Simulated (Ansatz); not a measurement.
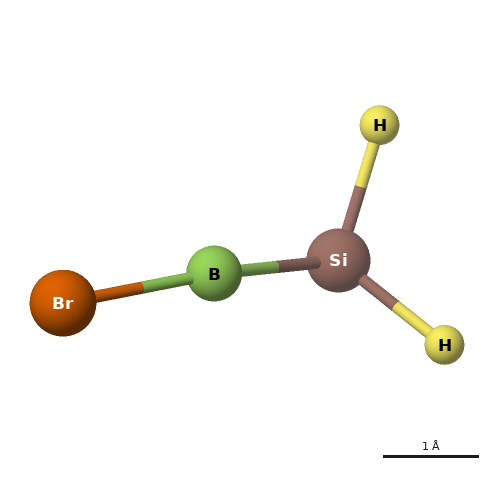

Ball-and-stick drawing of a structure. Every bond is drawn as one stick, whatever its order.

The geometry was computed by an optimisation with PBE0-D4/def2-TZVP. No frequency run is at hand to confirm it as a minimum.

Which formula does it have?

Answer. BBrH₂Si, 5 atoms: 1 boron, 1 bromine, 2 hydrogen and 1 silicon.

How many bonds of each kind are drawn?

Answer. 2 Si–H, 1 B–Si, 1 B–Br. Sticks follow a distance rule.

The parts below concern this one geometry. Atoms keep their numbers from picture to picture.

Dipole moment

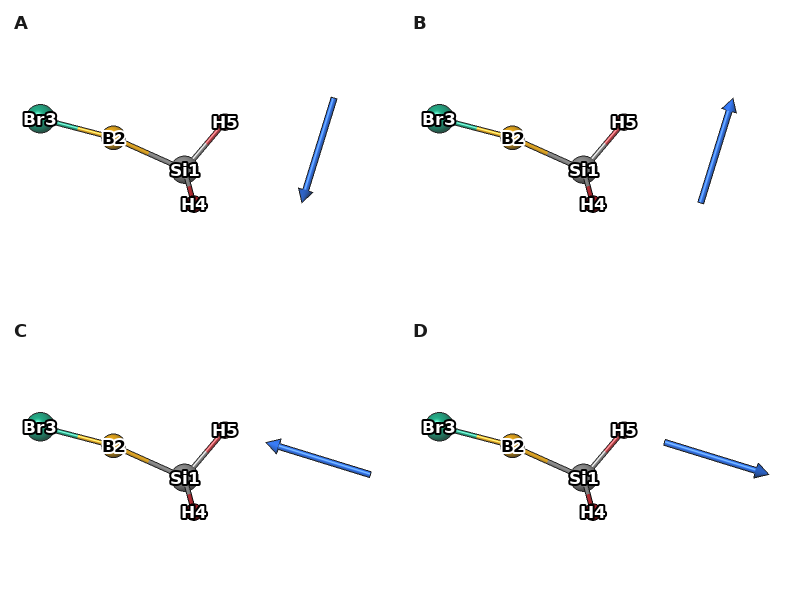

The same molecule four times, each with an arrow. No frequency run is at hand to confirm it as a minimum. Method: RKS PBE0-D4/def2-TZVP (Ansatz 0.2.0).

Which arrow points along the dipole moment, from the negative to the positive end?

Answer. C. The dipole moment is 1.66 D; it points from the side of H4, H5 to the side of Br3 (the outermost atoms at the two ends).

Charges

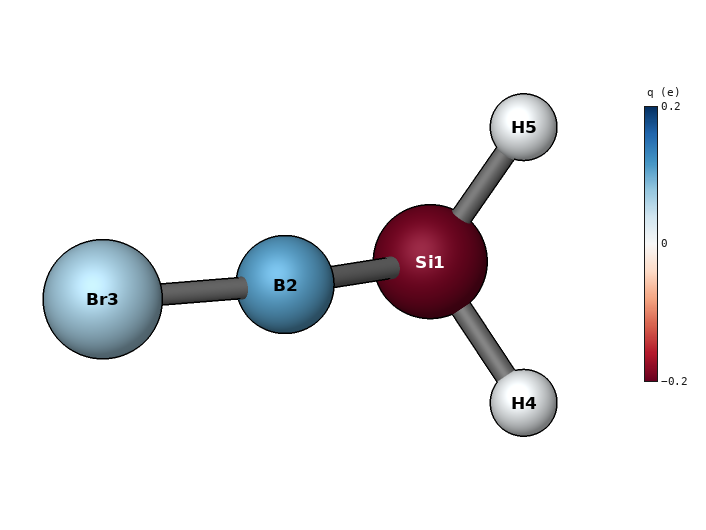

Atoms are coloured by their Mulliken charges. No frequency run is at hand to confirm it as a minimum. Level of theory: RKS PBE0-D4/def2-TZVP (Ansatz 0.2.0).

List the Mulliken charges.

```tsv
atom	value (e)
Si1	−0.19
B2	0.11
Br3	0.07
H4	0.01
H5	0.01
```

Electronic properties

No frequency run is at hand to confirm it as a minimum. Properties computed with RKS PBE0-D4/def2-TZVPP (Ansatz 0.2.0).

Predict the main results.

- HOMO energy (Kohn–Sham orbital): −5.97 eV
- LUMO energy (Kohn–Sham orbital): −2.61 eV
- HOMO–LUMO gap: 3.36 eV

Mulliken values depend strongly on the basis set and can even reverse the polarity of a bond.
